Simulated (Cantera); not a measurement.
Feed: 1 mol Al2O3, 2.4 mol H2O, at 0.0250 bar.

These are equilibrium values from Cantera (NASA tables, ideal gas, pure condensed phases), not measurements of a reactor. Candidate condensed phases: Al, Al2O3, H2O; 19 gas species. The tables' values for AlOH are old estimates; treat these amounts as uncertain. Gases not in the tables: Al(OH)3. Equilibrium is a limit: real reactors are often held back by kinetics, nucleation or transport.

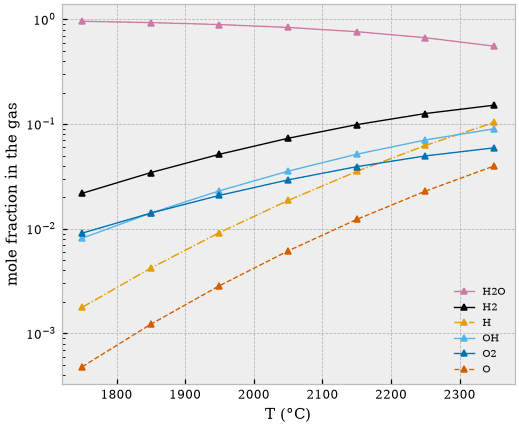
Fig. 1. Equilibrium gas composition (values under 1e-9 drawn at 1e-9)

### Question
Read off the mole fractions at 2050 °C.

### Answer
H2O about 0.84, H2 about 0.073, OH about 0.035, O2 about 0.029, H about 0.019, O about 0.0061.
